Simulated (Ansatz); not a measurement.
**Ligand exchange: GaH2Cl + SnH3(NH2) → GaH2(NH2) + SnH3Cl**

Species: GaH2Cl `[Cl][GaH2]`, singlet; SnH3(NH2), singlet; GaH2(NH2), singlet; SnH3Cl `[Cl][SnH3]`, singlet. The partners trade Cl for NH2: Ga–Cl and Sn–NH2 bonds give way to Ga–NH2 and Sn–Cl.

Shapes, held fixed at every level: PBE0-D4/def2-TZVP. Programs: Ansatz 0.2.0. The zero-point and thermal change to 298 K, harmonic and unscaled (PBE0-D4/def2-TZVP), is +0.9 kJ/mol.

```json
{"level": "SPW92/def2-TZVPP", "kind": "LDA", "ΔH(298 K) (kJ/mol)": "-31.0", "less CCSD(T)/def2-TZVPP": "-8.9", "CPU time (sum over the molecules)": "5.1 s"}
{"level": "BHLYP-D4/def2-TZVPP", "kind": "global hybrid", "ΔH(298 K) (kJ/mol)": "-25.2", "less CCSD(T)/def2-TZVPP": "-3.1", "CPU time (sum over the molecules)": "11 s"}
{"level": "PBE0-D4/def2-TZVPP", "kind": "global hybrid", "ΔH(298 K) (kJ/mol)": "-24.3", "less CCSD(T)/def2-TZVPP": "-2.2", "CPU time (sum over the molecules)": "10 s"}
{"level": "wB97X-V/def2-TZVPP", "kind": "range-separated hybrid", "ΔH(298 K) (kJ/mol)": "-24.9", "less CCSD(T)/def2-TZVPP": "-2.8", "CPU time (sum over the molecules)": "29 s"}
{"level": "MP2/def2-SVP", "kind": "perturbation theory", "ΔH(298 K) (kJ/mol)": "-27.4", "less CCSD(T)/def2-TZVPP": "-5.3", "CPU time (sum over the molecules)": "–"}
{"level": "CCSD/def2-TZVPP", "kind": "coupled cluster or CI", "ΔH(298 K) (kJ/mol)": "-22.3", "less CCSD(T)/def2-TZVPP": "-0.2", "CPU time (sum over the molecules)": "–"}
{"level": "CCSD(T)/def2-TZVPP", "kind": "coupled cluster or CI", "ΔH(298 K) (kJ/mol)": "-22.1", "less CCSD(T)/def2-TZVPP": "0.0", "CPU time (sum over the molecules)": "89 s"}
```

The highest level, CCSD(T)/def2-TZVPP, gives ΔH(298 K) = -22.1 kJ/mol; the levels span -31.0 to -22.1. The column of differences is taken from that level and isn't an error. No measured value is set beside it here. For atoms past krypton def2 sets carry core potentials with scalar relativity. Relativity is left out for Ga. Outer-core shells of Ga, Sn are correlated, in sets that cover them unevenly. Times are processor times on shared x86 and Arm servers, and rough.

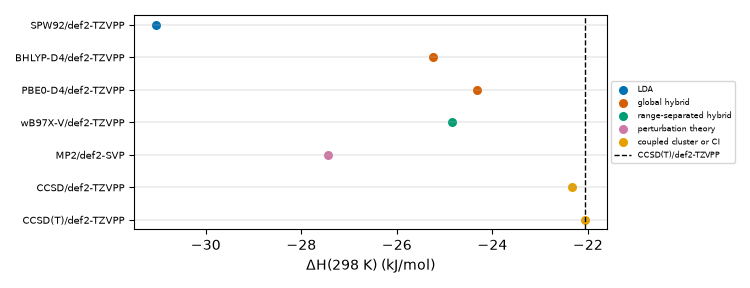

The values of the table, level by level.
